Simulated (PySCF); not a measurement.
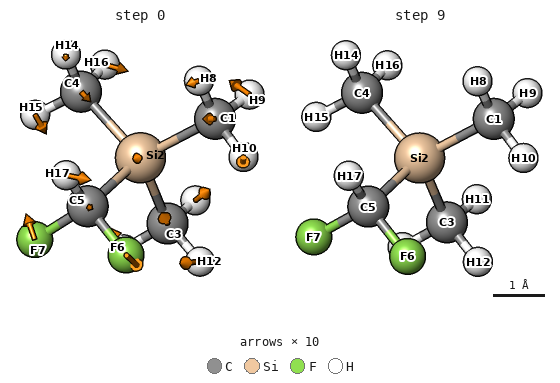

The structure of C4H10F2Si before (left) and after (right) a relaxation, at one scale. The orange arrows give the displacements, magnified 10 times.

A ball-and-stick model, seen from a free direction.

The start comes from GFN2-xTB.

These are results of PBE0-D3(BJ)/def2-SVP geometry optimisation, gas phase in PySCF 2.14.0, density-fitted response routines, not measurements. 

### What changed between the two?

An F atom moves most after the best rigid fit: 0.080 Å. Largest moves by element: F 0.080 Å, H 0.077 Å, C 0.046 Å, Si 0.027 Å. Some distances before and after: C–Si 1.954 → 1.923 Å, C–Si 1.901 → 1.873 Å, C–H 1.087 → 1.101 Å. The energy falls by 7.91 kJ/mol in 9 geometry steps. The largest force component goes from 0.9 to 0.023 eV/Å.
